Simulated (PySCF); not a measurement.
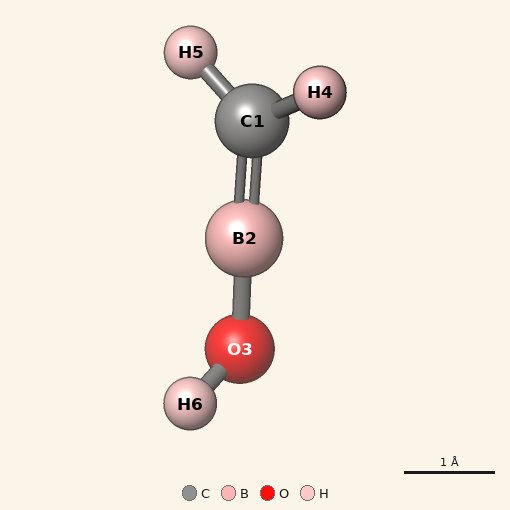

Orthographic view. Depth is shown by fading: the farther an atom, the more it takes the colour of the background. The computed structure is the end point of a PBE0-D3(BJ)/def2-TZVP optimisation. No frequency run is at hand to confirm it as a minimum.

Write a MOL file (V2000) with the atoms in numerical order, bonds sorted by atom number with the orders drawn, and coordinates in the frame of the picture: x right, y up, z towards the viewer, origin at the mean position.

```
CH3BO
                    3D

  6  5  0  0  0  0  0  0  0  0999 V2000
    0.1400    0.9900    0.2300 C   0  0  0  0  0  0  0  0  0  0  0  0
    0.0500   -0.3200   -0.2100 B   0  0  0  0  0  0  0  0  0  0  0  0
    0.0000   -1.5600   -0.6600 O   0  0  0  0  0  0  0  0  0  0  0  0
    0.9000    1.3100    0.9300 H   0  0  0  0  0  0  0  0  0  0  0  0
   -0.5400    1.7500   -0.1200 H   0  0  0  0  0  0  0  0  0  0  0  0
   -0.5500   -2.1700   -0.1700 H   0  0  0  0  0  0  0  0  0  0  0  0
  1  2  2  0
  1  4  1  0
  1  5  1  0
  2  3  1  0
  3  6  1  0
M  END
```
